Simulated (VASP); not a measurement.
Band structure of Na (bcc). Method: optB88-vdW, VASP's PBE PAW potentials (set 64) (plane waves; VASP).

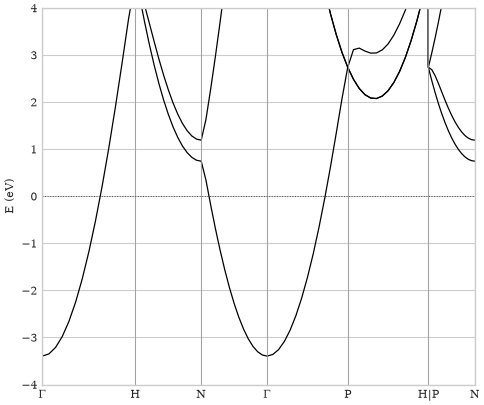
Figure: Bands along high-symmetry lines, zero at the valence-band maximum or, without a gap, the Fermi level

Task: Read the plot: is there a gap, and where are the band edges?

Result: It has no gap at this level: it comes out as a metal or semimetal. (Edges off the drawn lines would not show.)

The compound is Na in the bcc structure. It was relaxed first, which changed the volume by -7 %.
